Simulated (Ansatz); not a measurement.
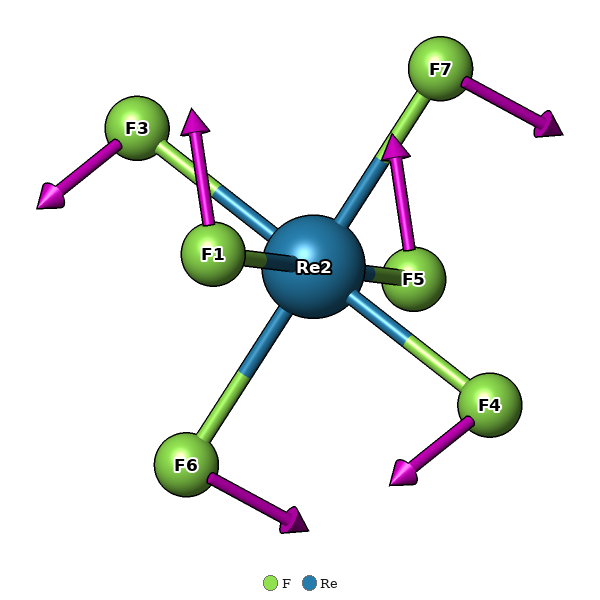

The arrows show one normal mode. Charge 0, doublet. Harmonic vibrations computed with UKS PBE0-D4/def2-TZVP, core potentials on Re (Ansatz 0.2.0) at a stationary point of the same level. Other spin states may lie lower.

> What kind of motion is it?

Mostly F–Re–F bending.

> At what wavenumber does it lie?

142 cm⁻¹; it is mode 1 of 15 counted from the lowest.
